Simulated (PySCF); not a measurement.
Cl4H2Si, SMILES `[H][H].Cl[Si](Cl)(Cl)Cl`.

Method: TPSS/def2-SVP; geometry: GFN2-xTB; program: PySCF. GFN2-xTB bond lengths at metals and heavier atoms can be off by up to 0.1 Å and shapes distorted, which carries into these values.

Geometry (Å), atoms numbered from 1:

```
H1       4.0424   -0.0042    0.0305
H2       3.2665    0.0231   -0.0262
Cl3      0.6196    1.7742    0.6438
Si4     -0.0864   -0.0003    0.0002
Cl5      0.6261   -1.4788    1.1697
Cl6     -2.0996    0.0117    0.0907
Cl7      0.4951   -0.3079   -1.9046
```

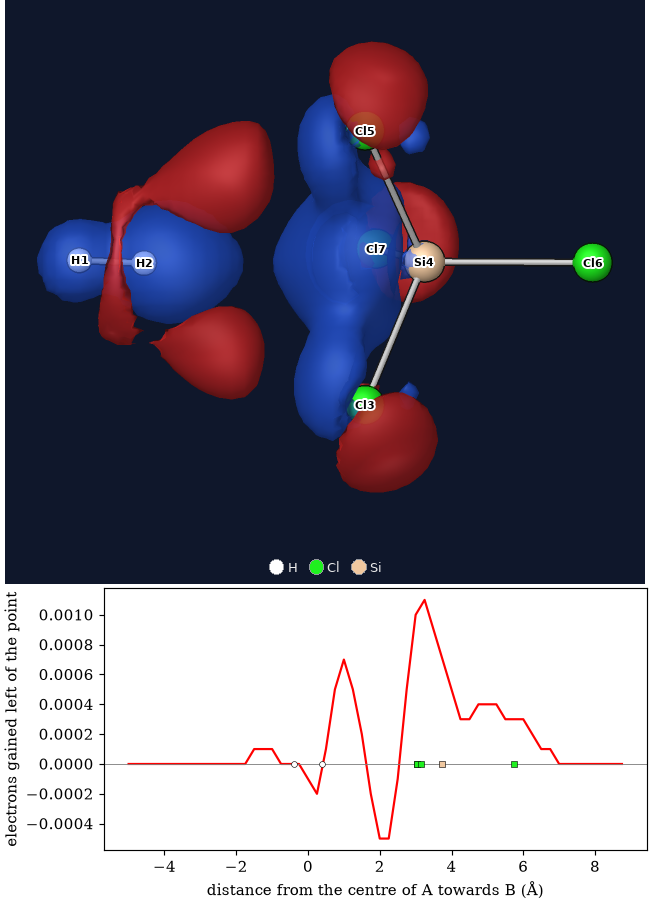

Density of the complex less the densities of the two fragments at the same geometry, ±0.0002 e/Å³ (blue: gain, red: loss). Fragment A: H2 (atoms 1–2); fragment B: SiCl4. Below: the charge-displacement curve along the line of centres (A on the left).

**How is the density rearranged on binding?**

Hirshfeld charges show almost no net transfer (under 0.005 e). 0.01 e is displaced in all, which induces a dipole of 0.01 D.

**What is the interaction energy, and which contacts carry it?**

The counterpoise-corrected interaction energy of the frozen fragments is +0.7 kcal/mol without dispersion correction and −0.3 kcal/mol with D3(BJ). The pair geometry is semi-empirical, not a minimum at this level. Contacts: H2···Cl3, 3.24 Å, ρ = 0.003 a.u.; H2···Cl5, 3.27 Å, ρ = 0.003 a.u.; H2···Cl7, 3.36 Å, ρ = 0.003 a.u., a bond path close to vanishing (ellipticity 2.0). The pose is a local one from a semi-empirical search, not shown to be the most stable.
